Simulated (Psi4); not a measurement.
# SiH4O4 (SMILES O[Si](O)(O)O), step by step

Aim: a geometry optimisation (singlet SiH4O4, B3LYP/def2-SVPD), then a single-point energy (doublet [SiH4O4]+, UB3LYP/def2-SVPD), then a geometry optimisation (doublet [SiH4O4]+, UB3LYP/def2-SVPD), then the energy (doublet [SiH4O4]−, UB3LYP/def2-SVPD), then a structure relaxation (doublet [SiH4O4]−, UB3LYP/def2-SVPD) of H4O4Si. 

Program for the calculation: Psi4 1.11.

**1. The molecule**

SiH4O4: 9 atoms, total charge 0, spin state singlet. SMILES: `O[Si](O)(O)O`. The coordinates come from a PBE0-D4/def2-TZVP relaxation. This is one conformer, not always the lowest. The run starts from this shape.

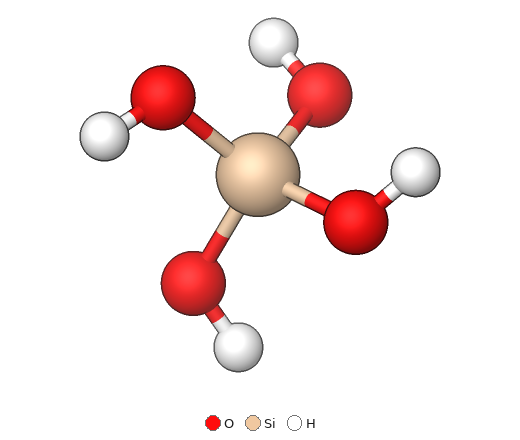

The structure, seen from a chosen angle (oxygen red, silicon light orange, hydrogen white).

**2. A structure relaxation at B3LYP/def2-SVPD (density fitting) (run 1)**

input.in

```
memory 1600 MB

molecule mol {
  0 1
  O     -0.969050     0.776350    -1.057560
  Si     0.000010     0.000030    -0.000040
  O      1.527610     0.433680    -0.372150
  O     -0.043140    -1.629280    -0.059900
  O     -0.515400     0.419370     1.489460
  H     -0.639460     0.869750    -1.952330
  H      2.226280    -0.135170    -0.046190
  H     -0.768040    -2.056130     0.398680
  H     -0.818790     1.321420     1.600040
  symmetry c1
}

set {
  basis def2-SVPD
}

optimize("b3lyp")
```

Started as:

```sh
$ psi4 -i input.in -o input.out -n 1
```

input.out:

```text
[...]
  Running in c1 symmetry.
[...]
  Nuclear repulsion =  269.977267005942508
[...]
  Multiplicity = 1
[...]
  Nalpha       = 25
  Nbeta        = 25
[...]
    Number of basis functions: 148
[...]
   @DF-RKS iter   1:  -592.11543645516622    3.43388e-02   8.69687e-03 ADIIS/DIIS
[...]
   @DF-RKS iter   6:  -592.72623638478956   -4.64979e-11   2.59139e-09 DIIS
[...]
  @DF-RKS Final Energy:  -592.72623638478956
   => Energetics <=
    Nuclear Repulsion Energy =            265.9876522922791651
    One-Electron Energy =               -1347.4937089707611904
    Two-Electron Energy =                 534.7427386464119081
    DFT Exchange-Correlation Energy =     -45.9629183527193348
    Empirical Dispersion Energy =           0.0000000000000000
    VV10 Nonlocal Energy =                  0.0000000000000000
    Total Energy =                       -592.7262363847895585
[...]
  -Total Gradient:
     Atom            X                  Y                   Z
    ------   -----------------  -----------------  -----------------
       1       -0.000039859582    -0.000087254860    -0.000074878879
       2       -0.000000132426    -0.000000185450     0.000000377543
       3        0.000047773285     0.000039654218     0.000106232809
       4       -0.000095310208    -0.000026087045    -0.000076397626
       5        0.000087927224     0.000074533265     0.000043396062
       6        0.000023439838     0.000083202888     0.000060602367
       7       -0.000030984509    -0.000026535064    -0.000098090601
       8        0.000087439081     0.000009170223     0.000062621297
       9       -0.000080012523    -0.000066969486    -0.000023772145
[...]
```

The script printed:

```text
Optimizer: Optimization complete!
```

Run time: 86 s. Hardware: 1 thread of AMD EPYC 7R43 (Zen 3), shared host; peak memory 1.1 GiB.

Step by step:

| step | energy from the first frame kept (eV) | largest force (eV/Å) |
| --- | --- | --- |
| 0 | 0.0000 | 0.7875 |
| 1 | -0.0564 | 0.0999 |
| 2 | -0.0570 | 0.0092 |
| 3 | -0.0569 | 0.0064 |

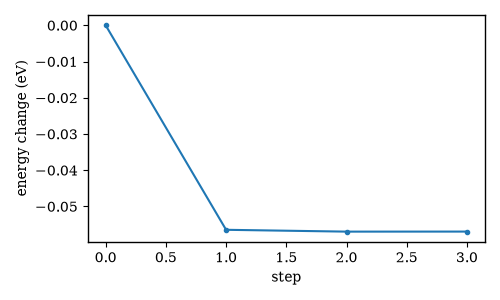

Energy along the run.

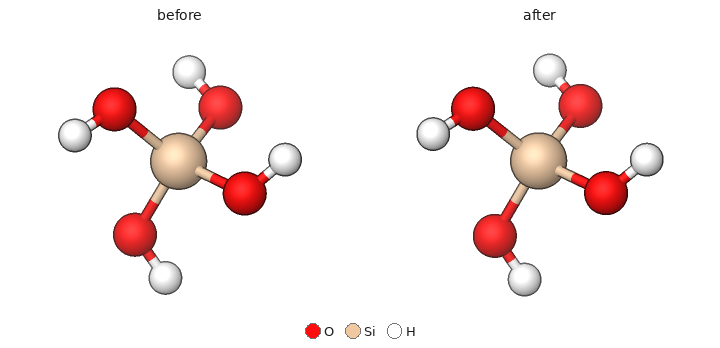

Before and after, at one scale.

After the run. Bond lengths: O1–Si2 1.656 Å, Si2–O3 1.656 Å, Si2–O4 1.656 Å, Si2–O5 1.656 Å, O1–H6 0.962 Å, O3–H7 0.962 Å, O4–H8 0.962 Å, O5–H9 0.962 Å. Angles: O1–Si2–O3 106.3°, O1–Si2–O4 115.9°, O1–Si2–O5 106.3°, O3–Si2–O4 106.3°, O3–Si2–O5 115.9°, O4–Si2–O5 106.3°, Si2–O1–H6 118.1°, Si2–O3–H7 118.1°, Si2–O4–H8 118.1°, Si2–O5–H9 118.1°.

**3. The doublet cation: the energy at UB3LYP/def2-SVPD (density fitting) (run 2)**

job.inp

```
memory 1600 MB

molecule mol {
  1 2
  O     -0.974048     0.789433    -1.081715
  Si     0.000009     0.000028    -0.000038
  O      1.554986     0.428727    -0.374532
  O     -0.052181    -1.654252    -0.051230
  O     -0.528735     0.436210     1.507330
  H     -0.663655     0.883111    -1.987709
  H      2.270084    -0.125218    -0.046317
  H     -0.779410    -2.099419     0.394764
  H     -0.827024     1.341494     1.639350
  symmetry c1
}

set globals {
  reference uks
}

e_tot, wfn = energy('b3lyp/def2-SVPD', return_wfn=True)
```

Started as:

```sh
$ psi4 -i job.inp -o job.out -n 1
```

job.out:

```text
[...]
  Running in c1 symmetry.
[...]
  Nuclear repulsion =  265.987637022469528
[...]
  Multiplicity = 2
[...]
  Nalpha       = 25
  Nbeta        = 24
[...]
    Number of basis functions: 148
[...]
   @DF-UKS iter   1:  -591.93911893458028    1.04453e-01   6.80316e-03 DIIS/ADIIS
[...]
   @DF-UKS iter  13:  -592.30863231856051   -2.03291e-07   4.29382e-07 DIIS
[...]
   @S^2 Observed:                7.574397918E-01
[...]
  @DF-UKS Final Energy:  -592.30863231856051
   => Energetics <=
    Nuclear Repulsion Energy =            265.9876370224695279
    One-Electron Energy =               -1334.9227141480023420
    Two-Electron Energy =                 522.2800829416075885
    DFT Exchange-Correlation Energy =     -45.6536381346352300
    Empirical Dispersion Energy =           0.0000000000000000
    VV10 Nonlocal Energy =                  0.0000000000000000
    Total Energy =                       -592.3086323185605124
[...]
 Multipole Moments:
 ------------------------------------------------------------------------------------
     Multipole            Electronic (a.u.)      Nuclear  (a.u.)        Total (a.u.)
 ------------------------------------------------------------------------------------
 L = 1.  Multiply by 2.5417464519 to convert [e a0] to [Debye]
 Dipole X            :          0.0185586           -0.0000280            0.0185306
 Dipole Y            :          0.0154249           -0.0001330            0.0152919
 Dipole Z            :          0.0202754            0.0002123            0.0204877
 Magnitude           :                                                    0.0315748
[...]
```

It took 34 s on 1 thread of AMD EPYC 7R43 (Zen 3), shared host; peak memory 1 GiB.

**4. The doublet cation: a geometry optimisation at UB3LYP/def2-SVPD (density fitting) (run 3)**

run.py

```python
import psi4

psi4.set_memory(1600000000)
psi4.set_num_threads(1)
psi4.set_output_file('psi4.out', False)

mol = psi4.geometry("""
1 2
O     -0.974048     0.789433    -1.081715
Si     0.000009     0.000028    -0.000038
O      1.554986     0.428727    -0.374532
O     -0.052181    -1.654252    -0.051230
O     -0.528735     0.436210     1.507330
H     -0.663655     0.883111    -1.987709
H      2.270084    -0.125218    -0.046317
H     -0.779410    -2.099419     0.394764
H     -0.827024     1.341494     1.639350
units angstrom
symmetry c1
""")

psi4.set_options(dict(basis='def2-SVPD', reference='uks', geom_maxiter=50))

e = psi4.optimize('b3lyp')
print(f'b3lyp energy: {e:.10f} Eh')
mol.save_xyz_file('final.xyz', False)
```

Started as:

```sh
$ python run.py
```

psi4.out:

```text
[...]
  Running in c1 symmetry.
[...]
  Nuclear repulsion =  265.987637022469528
[...]
  Multiplicity = 2
[...]
  Nalpha       = 25
  Nbeta        = 24
[...]
    Number of basis functions: 148
[...]
   @DF-UKS iter   1:  -591.93911893458028    1.04453e-01   6.80316e-03 ADIIS/DIIS
[...]
   @DF-UKS iter   9:  -592.32796324405717   -8.86757e-12   3.43717e-09 DIIS
[...]
   @S^2 Observed:                7.573223761E-01
[...]
  @DF-UKS Final Energy:  -592.32796324405717
   => Energetics <=
    Nuclear Repulsion Energy =            266.8773769330630898
    One-Electron Energy =               -1337.0462418368451836
    Two-Electron Energy =                 523.4954662380267791
    DFT Exchange-Correlation Energy =     -45.6545645783018088
    Empirical Dispersion Energy =           0.0000000000000000
    VV10 Nonlocal Energy =                  0.0000000000000000
    Total Energy =                       -592.3279632440571731
[...]
  -Total Gradient:
     Atom            X                  Y                   Z
    ------   -----------------  -----------------  -----------------
       1       -0.000028264151     0.000007224012    -0.000004183654
       2        0.000041414594     0.000035224734     0.000045661060
       3        0.000013978103     0.000046551461    -0.000077795046
       4        0.000009934213    -0.000022551918    -0.000016078936
       5       -0.000035546373    -0.000065952264     0.000053858125
       6       -0.000044042208     0.000012046462    -0.000004862727
       7        0.000014272280     0.000005189983     0.000028571686
       8        0.000017260465    -0.000034538974    -0.000024724614
       9        0.000019543142     0.000023888269     0.000008853054
[...]
```

Standard output:

```text
Optimizer: Optimization complete!
b3lyp energy: -592.3279632441 Eh
```

Wall time 12 min (1 thread of AMD EPYC 7R43 (Zen 3), shared host); peak memory 1.1 GiB.

The path in brief:

| step | energy from the first frame kept (eV) | largest force (eV/Å) |
| --- | --- | --- |
| 0 | 0.0000 | 0.9485 |
| 1 | -0.1727 | 0.6142 |
| 2 | -0.2755 | 0.7093 |
| 3 | -0.3182 | 0.7819 |
| 4 | -0.3503 | 0.6700 |
| 5 | -0.3765 | 0.3145 |
| 6 | -0.4073 | 0.1756 |
| 7 | -0.4391 | 1.1959 |
| 8 | -0.4933 | 0.3788 |
| 9 | -0.4806 | 0.6155 |
| 10 | -0.5219 | 0.1336 |
| 11 | -0.5233 | 0.1122 |
| 12 | -0.5256 | 0.0533 |
| 13 | -0.5259 | 0.0247 |
| 14 | -0.5260 | 0.0139 |
| 15 | -0.5260 | 0.0093 |
| 16 | -0.5260 | 0.0047 |

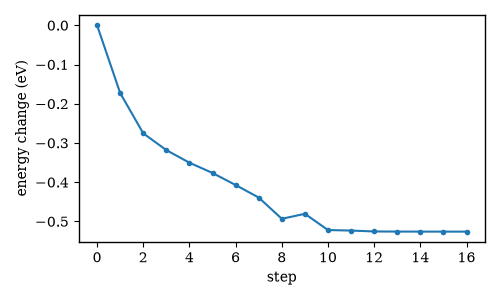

Energy along the run.

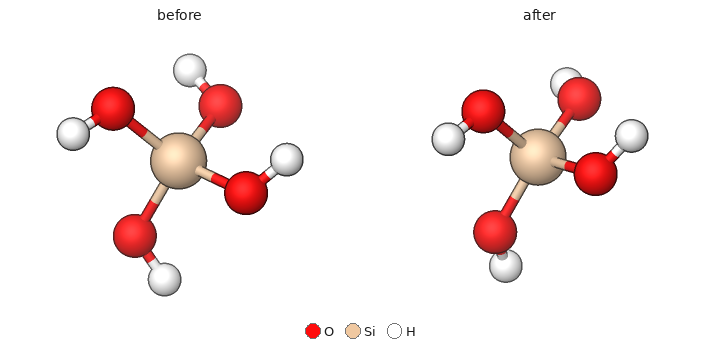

Before and after, at one scale.

After the run. Bond lengths: O1–Si2 1.706 Å, Si2–O3 1.602 Å, Si2–O4 1.706 Å, Si2–O5 1.602 Å, O1–H6 0.979 Å, O3–H7 0.965 Å, O4–H8 0.979 Å, O5–H9 0.965 Å. Angles: O1–Si2–O3 108.5°, O1–Si2–O4 84.3°, O1–Si2–O5 111.3°, O3–Si2–O4 111.3°, O3–Si2–O5 125.4°, O4–Si2–O5 108.5°, Si2–O1–H6 120.8°, Si2–O3–H7 130.0°, Si2–O4–H8 120.8°, Si2–O5–H9 130.0°.

**5. The doublet anion: the energy at UB3LYP/def2-SVPD (density fitting) (run 4)**

job.inp

```
memory 1600 MB

molecule m {
  -1 2
  O     -1.84068395     1.49181216    -2.04414509
  Si     0.00001701     0.00005291    -0.00007181
  O      2.93849767     0.81017661    -0.70776290
  O     -0.09860780    -3.12608322    -0.09681067
  O     -0.99916434     0.82431743     2.84844088
  H     -1.25412619     1.66883793    -3.75622563
  H      4.28983704    -0.23662773    -0.08752644
  H     -1.47287144    -3.96732693     0.74599584
  H     -1.56284886     2.53505626     3.09792252
  units au
  symmetry c1
}

set {
  basis def2-SVPD
  reference uks
}

energy_value, wavefunction = energy('b3lyp', return_wfn=True)
```

Started as:

```sh
$ psi4 -i job.inp -o job.out -n 1
```

job.out:

```text
[...]
  Running in c1 symmetry.
[...]
  Nuclear repulsion =  265.987637243069003
[...]
  Multiplicity = 2
[...]
  Nalpha       = 26
  Nbeta        = 25
[...]
    Number of basis functions: 148
[...]
   @DF-UKS iter   1:  -591.89477788555610    1.48794e-01   9.40130e-03 ADIIS/DIIS
[...]
   @DF-UKS iter   8:  -592.69933650139228   -6.45831e-08   6.01954e-07 DIIS
[...]
   @S^2 Observed:                7.501636989E-01
[...]
  @DF-UKS Final Energy:  -592.69933650139228
   => Energetics <=
    Nuclear Repulsion Energy =            265.9876372430690026
    One-Electron Energy =               -1355.5977088559297954
    Two-Electron Energy =                 542.9790725917068812
    DFT Exchange-Correlation Energy =     -46.0683374802383270
    Empirical Dispersion Energy =           0.0000000000000000
    VV10 Nonlocal Energy =                  0.0000000000000000
    Total Energy =                       -592.6993365013922812
[...]
 Multipole Moments:
 ------------------------------------------------------------------------------------
     Multipole            Electronic (a.u.)      Nuclear  (a.u.)        Total (a.u.)
 ------------------------------------------------------------------------------------
 L = 1.  Multiply by 2.5417464519 to convert [e a0] to [Debye]
 Dipole X            :         -0.0001210           -0.0000280           -0.0001491
 Dipole Y            :          0.0001707           -0.0001330            0.0000377
 Dipole Z            :         -0.0000955            0.0002123            0.0001168
 Magnitude           :                                                    0.0001931
[...]
```

Wall time 30 s (1 thread of AMD EPYC 7R43 (Zen 3), shared host); peak memory 1 GiB.

**6. The doublet anion: a geometry optimisation at UB3LYP/def2-SVPD (density fitting) (run 5)**

job.in

```
memory 1600 MB

molecule mol {
  -1 2
  O
  Si 1 1.65589
  O 2 1.655893 1 106.33387
  O 2 1.655895 1 115.94614 3 -117.93834
  O 2 1.655893 1 106.3338 3 124.12431
  H 1 0.96226 2 118.14458 3 37.23327
  H 3 0.962261 2 118.14322 1 -161.34784
  H 4 0.962261 2 118.14248 1 -80.73784
  H 5 0.96226 2 118.144 1 -37.21426
  symmetry c1
}

set basis def2-SVPD
set reference uks
set geom_maxiter 50

energy_value = optimize("b3lyp")
```

Started as:

```sh
$ psi4 job.in job.out -n 1
```

job.out:

```text
[...]
  Running in c1 symmetry.
[...]
  Nuclear repulsion =  265.987650303672297
[...]
  Multiplicity = 2
[...]
  Nalpha       = 26
  Nbeta        = 25
[...]
    Number of basis functions: 148
[...]
   @DF-UKS iter   1:  -591.89478471604514    1.48805e-01   9.40132e-03 ADIIS/DIIS
[...]
   @DF-UKS iter   7:  -592.70087452127666   -4.77485e-12   7.94001e-09 DIIS
[...]
   @S^2 Observed:                7.501860990E-01
[...]
  @DF-UKS Final Energy:  -592.70087452127666
   => Energetics <=
    Nuclear Repulsion Energy =            264.0246442939849203
    One-Electron Energy =               -1351.6871208203160677
    Two-Electron Energy =                 541.0000044904791139
    DFT Exchange-Correlation Energy =     -46.0384024854245837
    Empirical Dispersion Energy =           0.0000000000000000
    VV10 Nonlocal Energy =                  0.0000000000000000
    Total Energy =                       -592.7008745212766598
[...]
  -Total Gradient:
     Atom            X                  Y                   Z
    ------   -----------------  -----------------  -----------------
       1       -0.000020928969    -0.000016595742    -0.000013251484
       2        0.000000019277    -0.000000075756    -0.000000039223
       3       -0.000002450207    -0.000005052880     0.000029259709
       4       -0.000002709672     0.000029570601    -0.000003487487
       5        0.000026166755    -0.000007541914    -0.000012393683
       6       -0.000021960948    -0.000022041909     0.000014467835
       7       -0.000005975869     0.000022562042     0.000025144858
       8        0.000021961705     0.000021844333    -0.000014633375
       9        0.000005885311    -0.000022617928    -0.000025033009
[...]
```

Standard output:

```text
Optimizer: Optimization complete!
```

Wall time 6.8 min (1 thread of AMD EPYC 7R43 (Zen 3), shared host); peak memory 1.1 GiB.

Steps, from the record of the run:

| step | energy from the first frame kept (eV) | largest force (eV/Å) |
| --- | --- | --- |
| 0 | 0.0000 | 0.5257 |
| 1 | -0.0240 | 0.2210 |
| 2 | -0.0340 | 0.0558 |
| 3 | -0.0354 | 0.0323 |
| 4 | -0.0369 | 0.0302 |
| 5 | -0.0392 | 0.0445 |
| 6 | -0.0410 | 0.0175 |
| 7 | -0.0415 | 0.0100 |
| 8 | -0.0415 | 0.0073 |
| 9 | -0.0416 | 0.0053 |
| 10 | -0.0416 | 0.0018 |

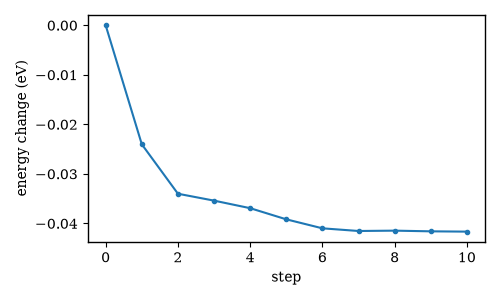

Energy along the run.

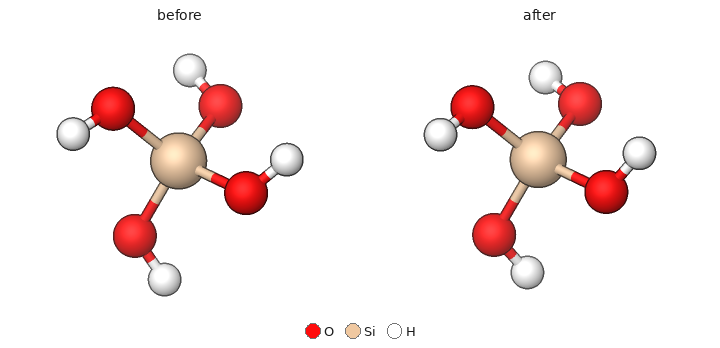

Before and after, at one scale.

After the run. Bond lengths: O1–Si2 1.671 Å, Si2–O3 1.671 Å, Si2–O4 1.671 Å, Si2–O5 1.671 Å, O1–H6 0.972 Å, O3–H7 0.972 Å, O4–H8 0.972 Å, O5–H9 0.972 Å. Angles: O1–Si2–O3 106.6°, O1–Si2–O4 115.4°, O1–Si2–O5 106.6°, O3–Si2–O4 106.6°, O3–Si2–O5 115.4°, O4–Si2–O5 106.6°, Si2–O1–H6 114.5°, Si2–O3–H7 114.5°, Si2–O4–H8 114.5°, Si2–O5–H9 114.5°.

**7. Results**

```
                                                               quantity          value
                        run 1, B3LYP/def2-SVPD: total energy at the end  -592.72624 Eh
                                  run 1, B3LYP/def2-SVPD: dipole moment         0.00 D
                                    run 1, B3LYP/def2-SVPD: HOMO energy       -8.97 eV
                                    run 1, B3LYP/def2-SVPD: LUMO energy       -0.61 eV
                                  run 1, B3LYP/def2-SVPD: HOMO–LUMO gap        8.36 eV
                                    doublet cation, run 2: total energy  -592.30863 Eh
              doublet cation, run 2: HOMO energy (highest over α and β)      -15.03 eV
               doublet cation, run 2: LUMO energy (lowest over α and β)      -13.78 eV
                                            doublet cation, run 2: ⟨S²⟩          0.757
                         doublet cation, run 3: total energy at the end  -592.32796 Eh
              doublet cation, run 3: HOMO energy (highest over α and β)      -15.34 eV
               doublet cation, run 3: LUMO energy (lowest over α and β)      -12.30 eV
                                            doublet cation, run 3: ⟨S²⟩          0.757
                                     doublet anion, run 4: total energy  -592.69934 Eh
               doublet anion, run 4: HOMO energy (highest over α and β)        2.05 eV
                doublet anion, run 4: LUMO energy (lowest over α and β)        2.96 eV
                                             doublet anion, run 4: ⟨S²⟩          0.750
                          doublet anion, run 5: total energy at the end  -592.70087 Eh
               doublet anion, run 5: HOMO energy (highest over α and β)        1.98 eV
                doublet anion, run 5: LUMO energy (lowest over α and β)        2.90 eV
                                             doublet anion, run 5: ⟨S²⟩          0.750
 adiabatic electron affinity (to the doublet anion, no zero-point term)      -0.690 eV
adiabatic ionisation energy (to the doublet cation, no zero-point term)      10.838 eV
```

In words: The adiabatic electron affinity (to the doublet anion, no zero-point term) is −0.69 eV (−15.9 kcal/mol). A negative value puts this state of the anion above the relaxed parent: the electron is not bound at this level, and such a value depends on the basis. The adiabatic ionisation energy (to the doublet cation, no zero-point term) is 10.84 eV (1046 kJ/mol). The optimisation (run 1, B3LYP/def2-SVPD) took 4 steps and changed the energy by -0.057 eV. The optimisation (doublet cation, run 3) took 17 steps and changed the energy by -0.526 eV. The HOMO (doublet anion, run 4) lies at positive energy, 2.05 eV; only total energies tell whether the electron is bound.
